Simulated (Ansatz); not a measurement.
**A hypothetical structure for LaRuS3**

This structure for LaRuS3 is made up. Its elements were placed in a known structure type with a cell scaled to their sizes. What cell does the guess relax to, and how far off was it?

Method: DFT, PBEsol, plane-wave PAW, files of the set soft_1, scalar-relativistic, no spin, cell and ions relaxed at zero pressure; PAW set soft_1, in the first sound run; inputs show where later runs differ, in Ansatz 0.2.0.

## (1) Set-up

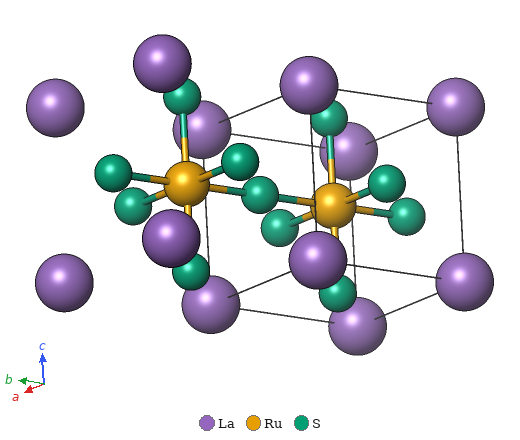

Start, viewed from a free direction; lanthanum purple, ruthenium orange, sulfur teal. 1×2×1 cells are drawn. Some periodic images of atoms are drawn too.

## (2) Relaxation of the guess

The guessed cell has no reason to be at equilibrium. It is relaxed with the atoms, within the space group of the guess.

input.yaml reads:

```yaml
crystal:
  lattice:
    - [4.693, 0.0, 0.0]
    - [0.0, 4.693, 0.0]
    - [0.0, 0.0, 4.693]
  atoms:
    - { symbol: La, position: [0.0, 0.0, 0.0] }
    - { symbol: Ru, position: [0.5, 0.5, 0.5] }
    - { symbol: S, position: [0.5, 0.0, 0.5] }
    - { symbol: S, position: [0.0, 0.5, 0.5] }
    - { symbol: S, position: [0.5, 0.5, 0.0] }
kpoints:
  mp_grid: { grid: [6, 6, 6] }
scf:
  occupations: { method: fermi_dirac, width: 0.05 }
hamiltonian:
  xc: pbesol
  pseudopotentials: { kind: paw, azcp: { folder: soft_1 }, xc_functional: pbe }
relax:
  f_tol: 0.015
  max_steps: 70
  cell: {}
output:
  forces: true
  stress: true
```

Command:

```
$ ansatz run input.yaml --threads 4 --pin off --max-ram 8192MiB --backend cpu --events-out ev --progress --plain --runs-dir out
```

Numbers of over 12 decimals in the logs are rounded to 6 here.

Output:

```text
Engine: ansatz 0.2.0, aarch64-unknown-linux-gnu
Pseudopotentials: kind: paw
Pseudopotential: La, paw, valence charge 11, recommended cutoff 420 eV (normal), soft_1/La.paw.azcp
Pseudopotential: Ru, paw, valence charge 16, recommended cutoff 420 eV (normal), soft_1/Ru.paw.azcp
Pseudopotential: S, paw, valence charge 6, recommended cutoff 420 eV (normal), soft_1/S.paw.azcp
Functional definition: PBEsol
  exchange = pbesol_x
  correlation = pbesol_c
Crystal: 5 atoms, lattice volume = 103.360 Å³
Basis set: ecut = 420 eV, 2007 PW (Γ), exchange–correlation on 64×64×64 points (8 copies of the dense FFT grid, shifted against one another)
Bands: 28, of which v1, the nominal top of the filled ones, is band 23 counted from 1 (22 counted from 0)
Symmetry: 48 space group operations
Space group: Pm-3m (ITA 221), of the structure as read, at distance tolerance 4.7e-5 Å
k-points: 20 of 216
Non-local potential: La, projectors of the file, l = 0: 3, l = 1: 2, l = 2: 2, l = 3: 3
Non-local potential: Ru, projectors of the file, l = 0: 3, l = 1: 2, l = 2: 2, l = 3: 1
Non-local potential: S, projectors of the file, l = 0: 2, l = 1: 2, l = 2: 1
PAW form: soft (Blöchl's): semilocal exchange-correlation on the pseudo side does not see the compensation charge
PAW frozen core: La, regenerated for the run's functional, and the local potential with it (the file was generated under x = pbe(κ = 0.804, μ = 0.219515), c = pbe(β = 0.066725))
PAW frozen core: Ru, regenerated for the run's functional, and the local potential with it (the file was generated under x = pbe(κ = 0.804, μ = 0.219515), c = pbe(β = 0.066725))
PAW frozen core: S, regenerated for the run's functional, and the local potential with it (the file was generated under x = pbe(κ = 0.804, μ = 0.219515), c = pbe(β = 0.066725))
PAW one-centre angular grid: La, 590 points (default); XC on 64 Gauss nodes
PAW one-centre angular grid: Ru, 590 points (default); XC on 64 Gauss nodes
PAW one-centre angular grid: S, 110 points (default); XC on 64 Gauss nodes
Initial density: superposition of atomic densities (chi_scale 0.1, normalization cell, long waves kept (reshape's long-wave potential 0.00 eV rms))
Initial wavefunctions: pseudopotential atomic-orbital guess
Functional: x = pbesol(κ = 0.804, μ = 0.123457), c = pbesol(β = 0.046)
SCF iter   1: F=—  HF=-14647.327675 eV  |F-HF|=—  |Δ(HF+E_count)|=         —  Δρ=4.10e-1  dr2=3.32e2  ethr=3.10e-3  ⟨swp⟩=6.0  Hψ=5138  notcnv=0
automatic band count: the SCF goes on with 33 bands, as 28 were too few: the levels above may hold too much charge
preconditioner: auto → Kerker (q_TF=auto, 2.375 Å⁻¹)  [metal: Δε(μ)=0.002 eV  Ē_g=7.920 eV  σ=0.050 eV  W_gap=0.01  n_scr=26 (ndim 8)  ℏωp=21.6 eV  f_vac=0.000  D(μ)=47.37/eV (n_scr^D=1356)]
SCF iter   2: F=—  HF=-14637.475402 eV  |F-HF|=—  |Δ(HF+E_count)|=    9.85e0  Δρ=4.31e-2  dr2=1.22e0  ethr=3.10e-3  ⟨swp⟩=3.7  Hψ=1855  notcnv=0  defer=21
SCF iter   3: F=—  HF=-14637.299444 eV  |F-HF|=—  |Δ(HF+E_count)|=   1.76e-1  Δρ=2.13e-2  dr2=2.60e-1  ethr=2.70e-3  ⟨swp⟩=2.0  Hψ=939  notcnv=0  defer=31
SCF iter   4: F=—  HF=-14637.253299 eV  |F-HF|=—  |Δ(HF+E_count)|=   4.61e-2  Δρ=1.83e-3  dr2=4.65e-3  ethr=5.77e-4  ⟨swp⟩=2.4  Hψ=1242  notcnv=0  defer=35
SCF iter   5: F=—  HF=-14637.252746 eV  |F-HF|=—  |Δ(HF+E_count)|=   5.53e-4  Δρ=7.62e-4  dr2=1.41e-3  ethr=1.03e-5  ⟨swp⟩=2.0  Hψ=1060  notcnv=0  defer=39
SCF iter   6: F=—  HF=-14637.252657 eV  |F-HF|=—  |Δ(HF+E_count)|=   8.89e-5  Δρ=6.40e-4  dr2=6.78e-4  ethr=3.13e-6  ⟨swp⟩=1.4  Hψ=669  notcnv=0  defer=39
SCF iter   7: F=—  HF=-14637.252579 eV  |F-HF|=—  |Δ(HF+E_count)|=   7.77e-5  Δρ=4.30e-4  dr2=3.04e-4  ethr=1.51e-6  ⟨swp⟩=1.0  Hψ=621  notcnv=0  defer=39
SCF iter   8: F=—  HF=-14637.252532 eV  |F-HF|=—  |Δ(HF+E_count)|=   4.68e-5  Δρ=2.64e-4  dr2=1.16e-4  ethr=6.76e-7  ⟨swp⟩=1.1  Hψ=626  notcnv=0  defer=39
SCF iter   9: F=—  HF=-14637.252505 eV  |F-HF|=—  |Δ(HF+E_count)|=   2.68e-5  Δρ=8.24e-5  dr2=1.21e-5  ethr=2.58e-7  ⟨swp⟩=1.9  Hψ=831  notcnv=0  defer=39
SCF iter  10: F=—  HF=-14637.252663 eV  |F-HF|=—  |Δ(HF+E_count)|=   1.57e-4  Δρ=4.57e-6  dr2=2.73e-8  ethr=2.22e-10  ⟨swp⟩=4.4  Hψ=2882  notcnv=0
SCF iter  11: F=-14637.252663 eV  HF=-14637.252663 eV  |F-HF|=2.95e-10  |Δ(HF+E_count)|=   2.52e-9  Δρ=1.13e-6  dr2=1.71e-9  ethr=6.08e-11  ⟨swp⟩=2.1  Hψ=1894  notcnv=0
SCF 1 converged in 11 iterations: F = -14637.252663 eV  dr2 = 1.71e-9
  greatest PAW one-centre occupation: 1.000 electrons in one spin orbital (limit 2), on the Ru atom at site 1 (counted from 0), in its partial waves of l = 0
relax step   1: F+E_penalty+E_count = -14637.25266271 eV  Δ(F+E_penalty+E_count) = +0.000e0 eV  max|allowed force component| = 1.062e-29 eV/Å  Δτ_max = 0.0000 Å  P = -5.886 GPa  Ω = 103.360 Å³  (11 SCF iters, dr2 threshold 1.00e-7 eV, accepted)
Crystal: 5 atoms, lattice volume = 96.814 Å³
Basis set: ecut = 420 eV, 1863 PW (Γ), exchange–correlation on 64×64×64 points (8 copies of the dense FFT grid, shifted against one another)
Bands: 33, of which v1, the nominal top of the filled ones, is band 23 counted from 1 (22 counted from 0)
Initial density: handed on by an earlier stage of this run
Initial wavefunctions: those handed on with the density
iter 1 solved again at ethr=2.96e-4 eV; its pass at ethr=3.10e-3 eV (dr2=1.33e-1 eV) is discarded
SCF iter   1: F=—  HF=-14637.389999 eV  |F-HF|=—  |Δ(HF+E_count)|=         —  Δρ=7.50e-3  dr2=1.37e-1  ethr=2.96e-4  ⟨swp⟩=1.4  Hψ=3591  notcnv=0
preconditioner: auto → Kerker (q_TF=auto, 2.401 Å⁻¹)  [metal: Δε(μ)=0.041 eV  Ē_g=8.967 eV  σ=0.050 eV  W_gap=0.20  n_scr=26 (ndim 8)  ℏωp=22.3 eV  f_vac=0.000  D(μ)=6.05/eV (n_scr^D=80)]
SCF iter   2: F=—  HF=-14637.374905 eV  |F-HF|=—  |Δ(HF+E_count)|=   1.51e-2  Δρ=3.50e-3  dr2=3.70e-2  ethr=2.96e-4  ⟨swp⟩=2.0  Hψ=861  notcnv=0
SCF iter   3: F=—  HF=-14637.368834 eV  |F-HF|=—  |Δ(HF+E_count)|=   6.07e-3  Δρ=7.67e-4  dr2=1.69e-3  ethr=8.22e-5  ⟨swp⟩=2.2  Hψ=962  notcnv=0  defer=1
SCF iter   4: F=—  HF=-14637.368393 eV  |F-HF|=—  |Δ(HF+E_count)|=   4.41e-4  Δρ=1.50e-4  dr2=3.02e-5  ethr=3.76e-6  ⟨swp⟩=2.1  Hψ=1021  notcnv=0  defer=1
SCF iter   5: F=—  HF=-14637.368494 eV  |F-HF|=—  |Δ(HF+E_count)|=   1.01e-4  Δρ=3.84e-5  dr2=1.58e-6  ethr=6.72e-8  ⟨swp⟩=2.2  Hψ=1049  notcnv=0  defer=1
SCF iter   6: F=-14637.368493 eV  HF=-14637.368493 eV  |F-HF|=9.13e-9  |Δ(HF+E_count)|=   1.48e-7  Δρ=8.49e-6  dr2=5.24e-8  ethr=1.11e-9  ⟨swp⟩=5.0  Hψ=2282  notcnv=0
SCF 2 converged in 6 iterations: F = -14637.368493 eV  dr2 = 5.24e-8
relax step   2: F+E_penalty+E_count = -14637.36849336 eV  Δ(F+E_penalty+E_count) = -1.158e-1 eV  max|allowed force component| = 5.004e-29 eV/Å  Δτ_max = 0.0000 Å  P = +0.727 GPa  Ω = 96.814 Å³  energy of the carried Pulay correction = +2.126e-3 eV  (6 SCF iters, dr2 threshold 5.00e-7 eV, accepted)
Crystal: 5 atoms, lattice volume = 97.493 Å³
Basis set: ecut = 420 eV, 1935 PW (Γ), exchange–correlation on 64×64×64 points (8 copies of the dense FFT grid, shifted against one another)
iter 1 solved again at ethr=2.92e-6 eV; its pass at ethr=3.10e-3 eV (dr2=1.31e-3 eV) is discarded
SCF iter   1: F=—  HF=-14637.369773 eV  |F-HF|=—  |Δ(HF+E_count)|=         —  Δρ=8.08e-4  dr2=1.59e-3  ethr=2.92e-6  ⟨swp⟩=2.0  Hψ=3238  notcnv=0
preconditioner: auto → Kerker (q_TF=auto, 2.398 Å⁻¹)  [metal: Δε(μ)=0.018 eV  Ē_g=9.053 eV  σ=0.050 eV  W_gap=0.09  n_scr=26 (ndim 8)  ℏωp=22.2 eV  f_vac=0.000  D(μ)=6.46/eV (n_scr^D=80)]
SCF iter   2: F=—  HF=-14637.369597 eV  |F-HF|=—  |Δ(HF+E_count)|=   1.76e-4  Δρ=3.81e-4  dr2=4.34e-4  ethr=2.92e-6  ⟨swp⟩=1.3  Hψ=669  notcnv=0
SCF iter   3: F=—  HF=-14637.369634 eV  |F-HF|=—  |Δ(HF+E_count)|=   3.73e-5  Δρ=7.66e-5  dr2=1.53e-5  ethr=9.64e-7  ⟨swp⟩=2.1  Hψ=786  notcnv=0
iter 4 did not close the SCF: its close was put off for the readings that it lacked (scf_convergence_deferred on its scf_iter line)
SCF iter   4: F=-14637.369630 eV  HF=-14637.369631 eV  |F-HF|=1.47e-7  |Δ(HF+E_count)|=   3.27e-6  Δρ=1.70e-5  dr2=3.22e-7  ethr=3.39e-8  ⟨swp⟩=2.4  Hψ=1032  notcnv=0
iter 5 did not close the SCF: its close was put off for the readings that it lacked (scf_convergence_deferred on its scf_iter line)
SCF iter   5: F=-14637.369631 eV  HF=-14637.369631 eV  |F-HF|=1.62e-8  |Δ(HF+E_count)|=   4.22e-8  Δρ=4.90e-6  dr2=2.53e-8  ethr=7.15e-10  ⟨swp⟩=2.2  Hψ=1072  notcnv=0
SCF iter   6: F=-14637.369631 eV  HF=-14637.369631 eV  |F-HF|=5.69e-10  |Δ(HF+E_count)|=   3.75e-9  Δρ=9.93e-7  dr2=1.03e-9  ethr=5.63e-11  ⟨swp⟩=2.1  Hψ=2209  notcnv=0
SCF 3 converged in 6 iterations: F = -14637.369631 eV  dr2 = 1.03e-9
relax step   3: F+E_penalty+E_count = -14637.36963052 eV  Δ(F+E_penalty+E_count) = -1.137e-3 eV  max|allowed force component| = 2.064e-29 eV/Å  Δτ_max = 0.0000 Å  P = -0.078 GPa  Ω = 97.493 Å³  energy of the carried Pulay correction = +1.899e-3 eV  (6 SCF iters, dr2 threshold 5.00e-7 eV, accepted)
Crystal: 5 atoms, lattice volume = 97.427 Å³
iter 1 solved again at ethr=2.76e-8 eV; its pass at ethr=3.10e-3 eV (dr2=1.24e-5 eV) is discarded
SCF iter   1: F=—  HF=-14637.369562 eV  |F-HF|=—  |Δ(HF+E_count)|=         —  Δρ=7.78e-5  dr2=1.48e-5  ethr=2.76e-8  ⟨swp⟩=2.0  Hψ=3087  notcnv=0
preconditioner: auto → Kerker (q_TF=auto, 2.399 Å⁻¹)  [metal: Δε(μ)=0.021 eV  Ē_g=9.044 eV  σ=0.050 eV  W_gap=0.11  n_scr=26 (ndim 8)  ℏωp=22.3 eV  f_vac=0.000  D(μ)=6.42/eV (n_scr^D=80)]
SCF iter   2: F=—  HF=-14637.369670 eV  |F-HF|=—  |Δ(HF+E_count)|=   1.07e-4  Δρ=3.71e-5  dr2=4.10e-6  ethr=2.76e-8  ⟨swp⟩=1.1  Hψ=664  notcnv=0
SCF iter   3: F=—  HF=-14637.369669 eV  |F-HF|=—  |Δ(HF+E_count)|=   6.42e-7  Δρ=7.31e-6  dr2=1.38e-7  ethr=9.12e-9  ⟨swp⟩=2.0  Hψ=784  notcnv=0
iter 4 did not close the SCF: its close was put off for the readings that it lacked (scf_convergence_deferred on its scf_iter line)
SCF iter   4: F=-14637.369669 eV  HF=-14637.369669 eV  |F-HF|=1.84e-9  |Δ(HF+E_count)|=   2.86e-8  Δρ=1.68e-6  dr2=3.55e-9  ethr=3.06e-10  ⟨swp⟩=2.5  Hψ=1060  notcnv=0
iter 5 did not close the SCF: its close was put off for the readings that it lacked (scf_convergence_deferred on its scf_iter line)
SCF iter   5: F=-14637.369669 eV  HF=-14637.369669 eV  |F-HF|=1.84e-10  |Δ(HF+E_count)|=  5.15e-10  Δρ=4.76e-7  dr2=2.62e-10  ethr=7.90e-12  ⟨swp⟩=2.2  Hψ=1090  notcnv=0
SCF iter   6: F=-14637.369669 eV  HF=-14637.369669 eV  |F-HF|=7.28e-12  |Δ(HF+E_count)|=  3.46e-11  Δρ=9.59e-8  dr2=1.01e-11  ethr=1.00e-12  ⟨swp⟩=2.0  Hψ=1870  notcnv=0
SCF 4 converged in 6 iterations: F = -14637.369669 eV  dr2 = 1.01e-11
relax step   4: F+E_penalty+E_count = -14637.36966888 eV  Δ(F+E_penalty+E_count) = -3.836e-5 eV  max|allowed force component| = 5.391e-29 eV/Å  Δτ_max = 0.0000 Å  P = -0.001 GPa  Ω = 97.427 Å³  energy of the carried Pulay correction = +1.921e-3 eV  (6 SCF iters, dr2 threshold 1.52e-8 eV, accepted)
Initial wavefunctions: pseudopotential atomic-orbital guess (no wavefunctions were taken with the density)
iter 1 solved again at ethr=2.92e-7 eV; its pass at ethr=3.10e-3 eV (dr2=1.31e-4 eV) is discarded
SCF iter   1: F=—  HF=-14637.367734 eV  |F-HF|=—  |Δ(HF+E_count)|=         —  Δρ=7.18e-5  dr2=5.49e-7  ethr=2.92e-7  ⟨swp⟩=4.0  Hψ=5002  notcnv=0
preconditioner: auto → Kerker (q_TF=auto, 2.399 Å⁻¹)  [metal: Δε(μ)=0.021 eV  Ē_g=9.045 eV  σ=0.050 eV  W_gap=0.11  n_scr=26 (ndim 8)  ℏωp=22.3 eV  f_vac=0.000  D(μ)=6.42/eV (n_scr^D=80)]
SCF iter   2: F=—  HF=-14637.367844 eV  |F-HF|=—  |Δ(HF+E_count)|=   1.09e-4  Δρ=3.71e-5  dr2=1.36e-7  ethr=1.22e-9  ⟨swp⟩=2.4  Hψ=1109  notcnv=0
SCF iter   3: F=—  HF=-14637.367844 eV  |F-HF|=—  |Δ(HF+E_count)|=   4.35e-7  Δρ=2.94e-6  dr2=2.74e-9  ethr=3.03e-10  ⟨swp⟩=2.5  Hψ=1103  notcnv=0
SCF iter   4: F=—  HF=-14637.367844 eV  |F-HF|=—  |Δ(HF+E_count)|=   1.89e-9  Δρ=4.33e-7  dr2=2.40e-10  ethr=6.08e-12  ⟨swp⟩=2.5  Hψ=1093  notcnv=0
iter 5 did not close the SCF: its close was put off for the readings that it lacked (scf_convergence_deferred on its scf_iter line)
SCF iter   5: F=-14637.367844 eV  HF=-14637.367844 eV  |F-HF|=1.82e-12  |Δ(HF+E_count)|=  5.09e-11  Δρ=5.84e-8  dr2=7.64e-12  ethr=1.00e-12  ⟨swp⟩=1.9  Hψ=872  notcnv=0
SCF iter   6: F=-14637.367844 eV  HF=-14637.367844 eV  |F-HF|=0.00e0  |Δ(HF+E_count)|=    0.00e0  Δρ=1.61e-8  dr2=3.25e-13  ethr=1.00e-12  ⟨swp⟩=3.1  Hψ=2128  notcnv=0
SCF 5 converged in 6 iterations: F = -14637.367844 eV  dr2 = 3.25e-13
relax step   5: F+E_penalty+E_count = -14637.36784401 eV  Δ(F+E_penalty+E_count) = +1.825e-3 eV  max|allowed force component| = 8.278e-29 eV/Å  Δτ_max = 0.0000 Å  P = -0.006 GPa  Ω = 97.427 Å³  stress off target by 5.75e-3 GPa  SCF on the basis re-selected at this cell (its energy is not comparable with the rows above)  (6 SCF iters)
basis re-selected at this cell: Δ(F+E_penalty+E_count) = +1.825e-3 eV, ΔP = -0.005 GPa vs the last step (what re-selecting the basis moved, of the pressure what is left beyond the Pulay correction that the steps carried, after the strain that the cell walked since its last selection, with what the two solves' SCF thresholds leave and, on support functions, any second-order correction that the steps lacked; it is no m [...]
SCF converged after 6 iterations
Free energy (F): -14637.367844 eV
Harris-Foulkes:  -14637.367844 eV  (|F-HF|=0.00e0)
Internal energy: -14637.314691 eV  (E = F + TS)
E sigma→0 (E₀):  -14637.341267 eV
Entropy (-TS):   -0.053153 eV (-10.631 meV/atom)
Fermi energy:    11.599094 eV
--- Per-component energies (eV) ---
  E_band       = -195.869530
  E_kinetic    = 967.760420
  E_local      = -2934.586552  (includes V_loc(G=0)·N_el)
  E_nonlocal   = 611.699705
  E_hartree    = 1081.341914
  E_xc         = -576.170879
  E_vxc        = -608.633083  (∫ρ·V_xc dr)
  E_paw        = -10548.851148  (= ΣΔE_a)
  E_vpaw       = -394.794488  (= ΣTr[D̂ρ^β])
  E_aug_tail   = 0.000618  (compensation charges beyond the density's cutoff)
  E_ewald      = -3239.116951
  E_core_change = 0.608181  (= ΣΔE_core)
  E_smearing   = -0.053153  (= −TS)
  E_closure    = -0.000000  (closes the sum)
  Σ components = -14637.367844   (vs F -14637.367844, Δ=0.00e0)
--- Forces (eV/Å), atoms counted from 1 ---
  atom   1  La     0.00000000     0.00000000    -0.00000000
  atom   2  Ru    -0.00000000     0.00000000    -0.00000000
  atom   3  S      0.00000000    -0.00000000    -0.00000000
  atom   4  S      0.00000000     0.00000000    -0.00000000
  atom   5  S     -0.00000000     0.00000000    -0.00000000
  max |Σ_I F_I| component: 1.33e-28 eV/Å
--- Stress (GPa, compression-positive) ---
       -0.005753       0.000000      -0.000000
        0.000000      -0.005753       0.000000
       -0.000000       0.000000      -0.005753
  P = ⅓ Tr σ = -0.0058 GPa (-0.058 kbar)
--- Relaxed structure (4 steps of the walk, 4 accepted, 1 SCFs on fresh bases) ---
  F+E_penalty+E_count = -14637.36784401 eV   max|allowed force component| = 8.278e-29 eV/Å   (the final SCF, on the basis selected at the relaxed cell)
  cell:  # Å, volume = 97.4269 Å³
    - [4.601432, 0, 0]
    - [0, 4.601432, 0]
    - [0, 0, 4.601432]
  atoms:
    - { symbol: La, position: [0, 0, 0] }
    - { symbol: Ru, position: [0.500000, 0.500000, 0.500000] }
    - { symbol: S, position: [0.500000, 0, 0.500000] }
    - { symbol: S, position: [0, 0.500000, 0.500000] }
    - { symbol: S, position: [0.500000, 0.500000, 0] }
```

Elapsed: 5.5 s, on 4 threads of Arm Neoverse V1, shared host; peak memory 0.46 GiB.

This run has no spin polarisation although its electron count is odd.

Step by step:

```
step  energy less that of the first step (eV)  largest force component (eV/Å)  pressure (GPa)  volume (Å³)
   1                                   0.0000                          0.0000           -5.89       103.36
   2                                  -0.1158                          0.0000            0.73        96.81
   3                                  -0.1170                          0.0000           -0.08        97.49
   4                                  -0.1170                          0.0000            0.00        97.43
  5*                                  -0.1152                          0.0000           -0.01        97.43
```

Relaxation steps marked * repeat the geometry before them on a plane-wave basis chosen anew for their cell, so energy and pressure can jump there.

Forces are held to the 48 operations that the run works with; a distortion that breaks them can't arise in this run.

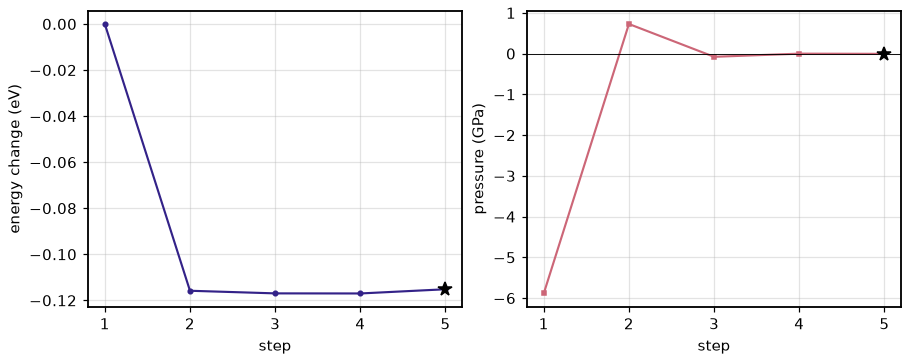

Energy and pressure along the relaxation. Stars mark steps on a basis chosen anew.

| conventional cell, symmetrised | before | after | change |
| --- | --- | --- | --- |
| a (Å) | 4.693 | 4.601 | -2.0 % |
| b (Å) | 4.693 | 4.601 | -2.0 % |
| c (Å) | 4.693 | 4.601 | -2.0 % |
| volume (Å³/atom) | 20.67 | 19.49 | -5.7 % |

The relaxed structure:

```xyz
5
Lattice="4.6014 0.0000 0.0000 0.0000 4.6014 0.0000 0.0000 0.0000 4.6014" Properties=species:S:1:pos:R:3 pbc="T T T"
La    0.0000    0.0000    0.0000
Ru    2.3007    2.3007    2.3007
S     2.3007    0.0000    2.3007
S     0.0000    2.3007    2.3007
S     2.3007    2.3007    0.0000
```

Numbers from this step:

* free energy: -14637.3678 eV
* energy at zero smearing: -14637.3413 eV
* smearing term TS: 0.05315 eV
* Fermi energy: 11.60 eV
* electrons: 45
* symmetry operations: 48
* pressure: -0.005753 GPa

The shortest distance of each pair, which need not be the same contact before and after:

```
 pair  guess (Å)  relaxed (Å)
 Ru–S      2.346        2.301
 La–S      3.318        3.254
  S–S      3.318        3.254
La–Ru      4.064        3.985
La–La      4.693        4.601
```

The relaxation ends with a pressure of -0.01 GPa.

[end of part 1 of 2]

[Logs are printed without paths, hosts, clocks, repeated set-up lines and the standing remarks that a program may print on its own settings, such as how far it seeks lower states.]

[Hosts, paths, dates, database ids (printed as entryN), source tags and the programs' standing remarks are cut or masked in the printed files.]
